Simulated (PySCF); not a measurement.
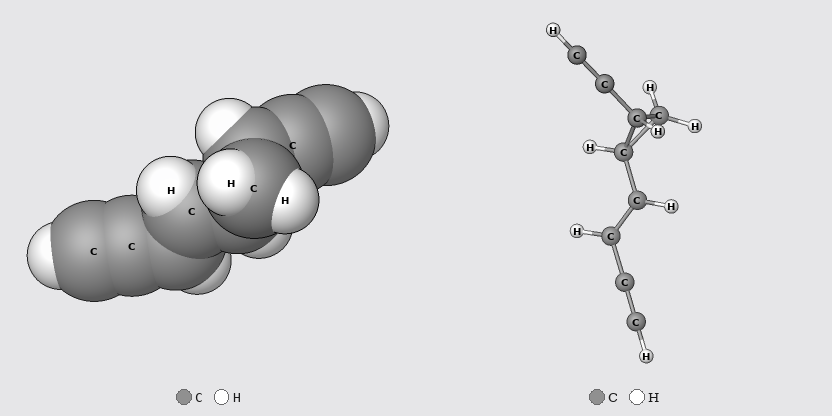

Two views of one molecule.

The geometry was computed by an optimisation with GFN2-xTB. No frequency run is at hand to confirm it as a minimum.

**Give the formula.**

C9H8, 17 atoms: 9 carbon and 8 hydrogen.

**Describe its rings.**

Independent rings (smallest set): 1 of 3 members.

More results for the same structure follow; atom numbers are the same in all pictures, views and colours differ.

### Geometry

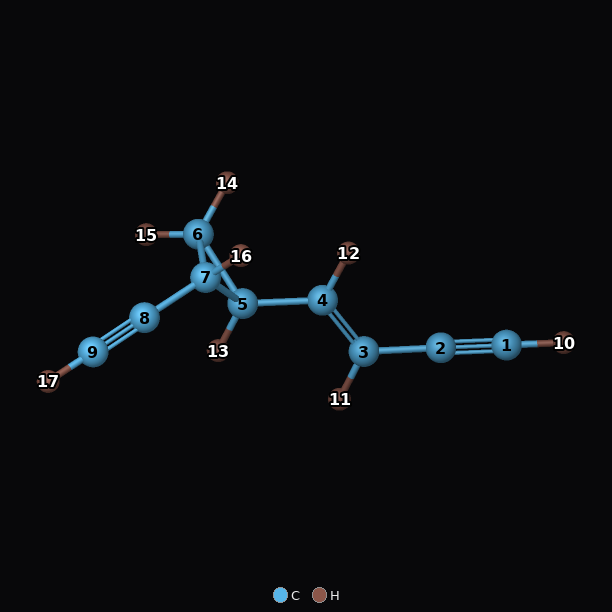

No frequency run is at hand to confirm it as a minimum.

What are the angles C1–C2–C3, C2–C1–H10, C2–C3–H11, C3–C4–C5, C4–C5–C6, C5–C4–H12, C5–C6–C7, C5–C7–C8, C6–C5–H13, C7–C5–H13, C7–C6–H15, C8–C7–H16?

```json
{"angle": "C1–C2–C3", "degrees": "179.5"}
{"angle": "C2–C1–H10", "degrees": "179.8"}
{"angle": "C2–C3–H11", "degrees": "116.0"}
{"angle": "C3–C4–C5", "degrees": "124.0"}
{"angle": "C4–C5–C6", "degrees": "120.2"}
{"angle": "C5–C4–H12", "degrees": "116.5"}
{"angle": "C5–C6–C7", "degrees": "61.0"}
{"angle": "C5–C7–C8", "degrees": "118.7"}
{"angle": "C6–C5–H13", "degrees": "116.6"}
{"angle": "C7–C5–H13", "degrees": "115.9"}
{"angle": "C7–C6–H15", "degrees": "118.0"}
{"angle": "C8–C7–H16", "degrees": "114.0"}
```

### Dipole moment

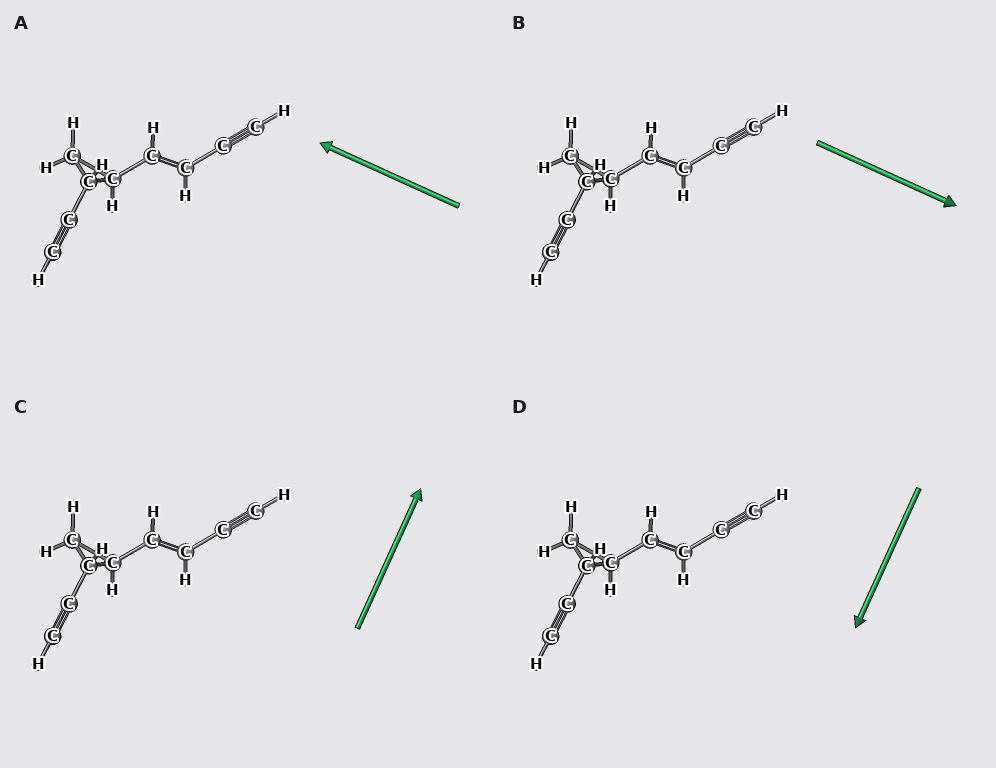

The same molecule four times, each with an arrow. No frequency run is at hand to confirm it as a minimum. Method: PBE0/def2-SVPD, gas phase (PySCF 2.14.0).

**Which arrow points along the dipole moment, from the negative to the positive end?**

A. The dipole moment is 0.90 D.

### Excitation

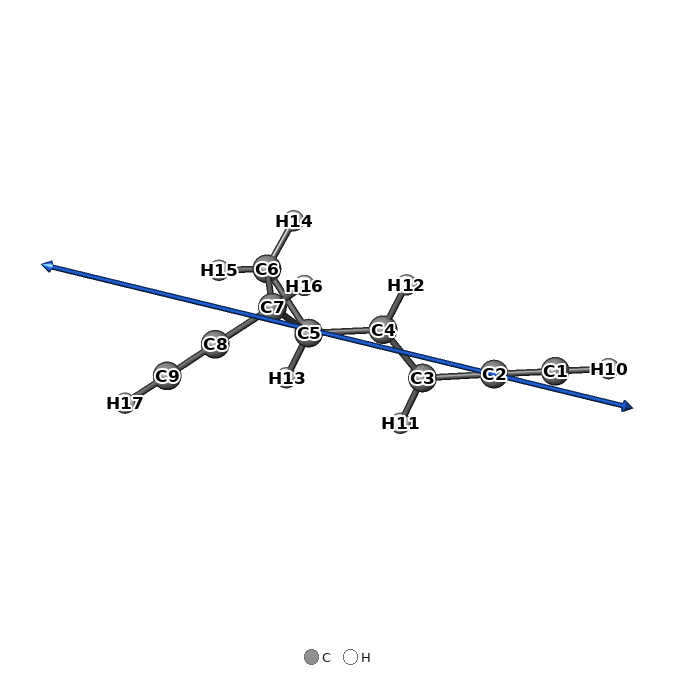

The double arrow shows the direction of the transition dipole to excited singlet state 1 (its length means nothing). No frequency run is at hand to confirm it as a minimum. Method: TDDFT PBE0/def2-SVPD, vertical, gas phase, core orbitals frozen in the response (PySCF 2.14.0).

**How is the transition polarised?**

Close to the long direction C1···C9.

**Give its energy, strength and character.**

5.20 eV (238 nm), oscillator strength 0.69, mainly HOMO → LUMO (weight 0.93); transition dipole 5.92 D.

### Polarisability

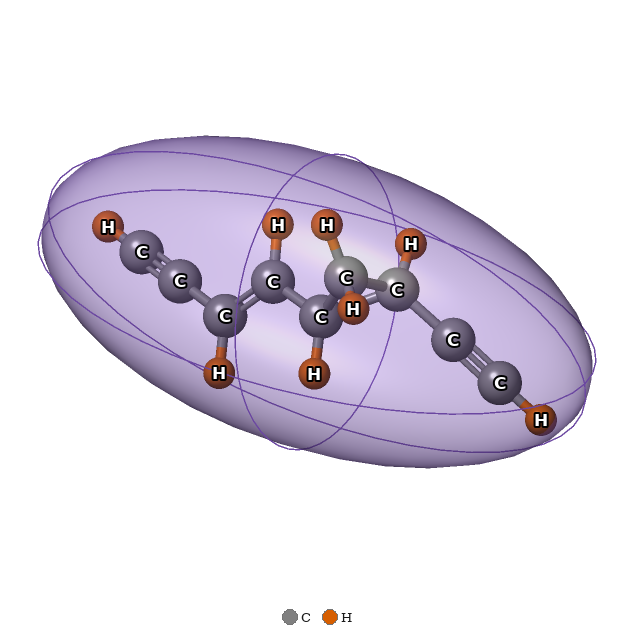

The ellipsoid shows the static dipole polarisability: its half-axes are proportional to the principal values. No frequency run is at hand to confirm it as a minimum. Method: PBE0/def2-SVPD (PySCF 2.14.0).

**Give the principal values, the mean and the anisotropy.**

Principal values 73.8, 85.6, 177.8 bohr³; mean 112.4 bohr³ (16.65 Å³); anisotropy 98.6 bohr³, so the longest axis is 2.41 times the shortest.
